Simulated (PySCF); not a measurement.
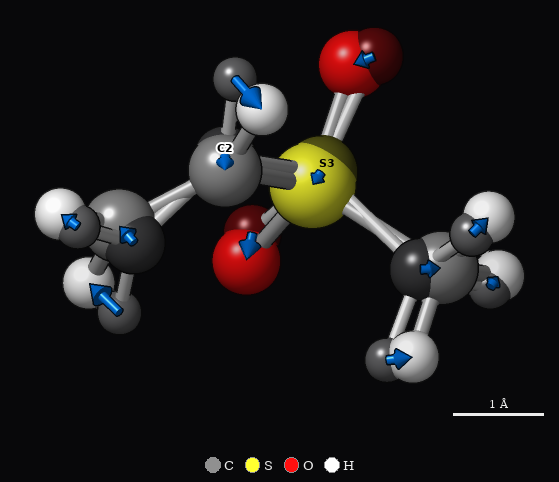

This is a relaxation of C₃H₆O₂S. The starting structure is drawn faded, the final one solid; blue arrows show the displacements, at their true length. The two geometries are superimposed by the best rigid fit.

Style: ball-and-stick. Shown at a tilt.

The start comes from MMFF94s. Its atoms were then displaced at random by about 0.03 Å.

These are results of PBE0-D3(BJ)/def2-SVP geometry optimisation, gas phase (PySCF), not measurements. 

> What happened in the run?

Over 9 geometry steps the energy falls by 0.954 eV. The atom that moves furthest after the best rigid fit is an H atom (0.56 Å). By element the largest moves are H 0.56 Å, O 0.34 Å, C 0.28 Å, S 0.18 Å. Among the contacts that change: C–S 1.680 → 1.785 Å, C–C 1.431 → 1.329 Å, C–H 1.177 → 1.099 Å, C–H 1.042 → 1.093 Å. Among the angles between lasting bonds that change: H–C–H 101.7° → 110.6°, S–C–H 115.7° → 109.2°, C–S–C 98.4° → 103.8°. Groups turn about C–S by about 30°. Cost: 49 s on 1 thread of Arm Neoverse V1, on a shared host.
